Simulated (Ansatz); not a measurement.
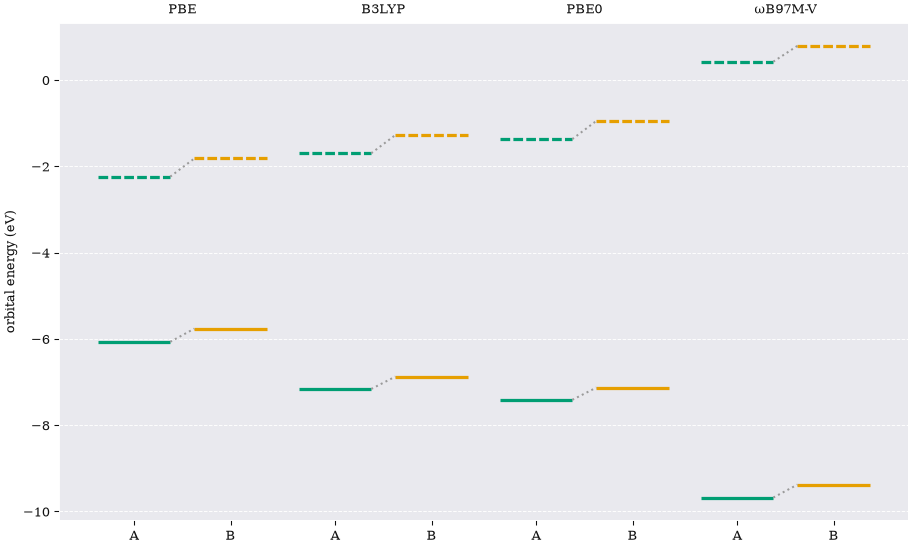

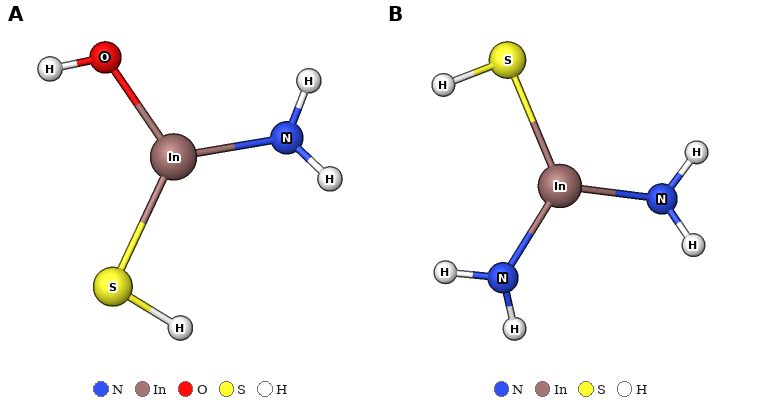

One change: A, InNH₄SO (SMILES [NH2][In]([OH])[SH]), becomes B, InN₂H₅S (SMILES [NH2][In]([NH2])[SH]). OH on In is replaced by NH₂. HOMO (solid) and LUMO (dashed) computed in def2-TZVPP at PBE0-D4/def2-TZVP geometries, both minima by their frequencies, gas phase, the Ansatz code. Empty levels above zero depend strongly on the basis.

Question: What does the change do to HOMO and LUMO?

Answer: PBE: the HOMO rises by 0.31 eV, the LUMO rises by 0.42 eV, and the separation goes from 3.83 to 3.94 eV. B3LYP: the HOMO rises by 0.29 eV, the LUMO rises by 0.42 eV, and the separation goes from 5.46 to 5.60 eV. PBE0: the HOMO rises by 0.28 eV, the LUMO rises by 0.42 eV, and the separation goes from 6.04 to 6.18 eV. ωB97M-V: the HOMO rises by 0.30 eV, the LUMO rises by 0.37 eV, and the separation goes from 10.10 to 10.17 eV.

Question: Do the functionals agree on the effect?

Answer: They agree on the direction for both levels; the HOMO shift lies between 0.28 and 0.31 eV and the LUMO shift between 0.37 and 0.42 eV, while the separations themselves differ by up to 6.3 eV between functionals.

Caveats: core potentials past krypton; spin-orbit coupling is left out, and with In it can shift these values.
